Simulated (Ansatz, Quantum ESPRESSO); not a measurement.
# 1T-PtTe2, 1 layer: the energy at a withheld member of a series

Method. Quantum ESPRESSO 7.5, PBE, GBRV ultrasoft. Cell and atoms are first relaxed; each strained cell is then held and the atoms relax in it. A periodic run with 15 Å of vacuum in the starting cell gives the vacuum levels, and bands follow along a path. The bands are repeated with spin-orbit coupling and fully relativistic files. The series steps biaxial strain. Energies count from the lowest.

| biaxial strain | energy (eV) |
| --- | --- |
| -4 % | 0.1208 |
| -3 % | 0.0677 |
| -2 % | 0.0301 |
| -1 % | 0.0077 |
| 0 % | 0.0000 |
| 1 % | 0.0066 |
| 2 % | 0.0269 |
| 3 % | 0.0602 |

One more run was made and is withheld. What is the energy at 4 %?

**Worked estimate.** The rows at 2 % and 3 % give a slope of (0.0602 − (0.0269))/(3 − (2)) = 0.0333, so a straight line gives 0.0935 eV. A parabola through these and the row at 1 % gives 0.1065 eV.

What the calculation gave: 0.1059 eV. The line misses by −0.0124 and the parabola by +0.0006 eV. The parabola does better.

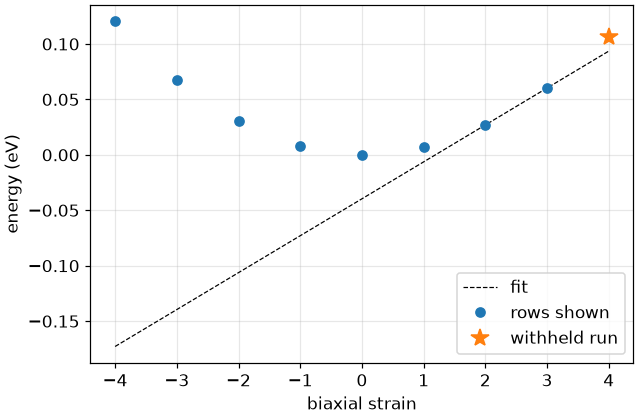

The rows shown, the fit and the withheld run.

**Limits.** Semilocal gaps are too small; the 1×1 cell can't ripple over many cells under compression as a free sheet would. These values are without spin-orbit coupling.
